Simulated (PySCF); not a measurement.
SMILES N[BH] (H3BN), doublet at its CAM-B3LYP/def2-SVP optimised geometry (Å):

```
5

B     -0.6191    -0.0681     0.0000
N      0.7560    -0.0681     0.0000
H     -1.3177     0.9149     0.0000
H      1.3177     0.7805    -0.0001
H      1.3137    -0.9149     0.0000
```

Computed with unrestricted CAM-B3LYP/def2-TZVP (PySCF).

Map of the deformation density (molecule minus spherical neutral atoms) (e/bohr³) on the plane z = 0.6 Å:

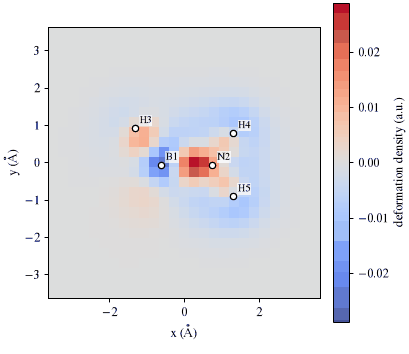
Figure. Deformation density (molecule minus spherical neutral atoms) (e/bohr³) on the plane z = 0.6 Å.
